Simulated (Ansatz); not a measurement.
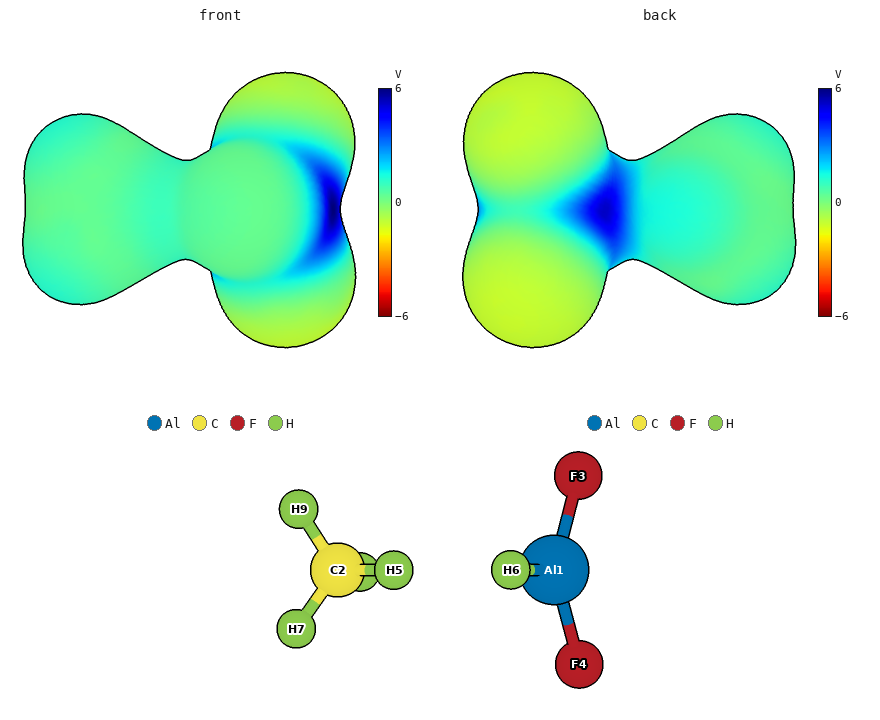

*AlF2H···CH4. The electrostatic potential painted on the density surface at 0.004 e/bohr³, seen from the front and from behind; the colour scale runs from red (negative) to blue (positive). The bare structure is drawn below in the same view.*

Not at a stationary point (largest force 0.7 eV/Å).

Theory: RKS PBE-D4/6-31G* in Ansatz 0.2.0.

```yaml
atoms:
  - { symbol: Al, position_ang: [-1.4438, -0.2775, -1.0494] }
  - { symbol: C, position_ang: [1.1505, 0.2094, 0.8721] }
  - { symbol: F, position_ang: [-0.8089, -1.2316, -2.2532] }
  - { symbol: F, position_ang: [-1.8938, 1.2724, -1.4465] }
  - { symbol: H, position_ang: [0.1456, -0.2137, 0.8668] }
  - { symbol: H, position_ang: [-1.6268, -0.8171, 0.3799] }
  - { symbol: H, position_ang: [1.2063, 0.9871, 1.6483] }
  - { symbol: H, position_ang: [1.3965, 0.6618, -0.1044] }
  - { symbol: H, position_ang: [1.8745, -0.5908, 1.0863] }
```

Describe the electrostatic potential map.

Answer. The most negative region (about −1.1 V) lies over F3 and F4, the most positive (about +5.6 V) over Al1.
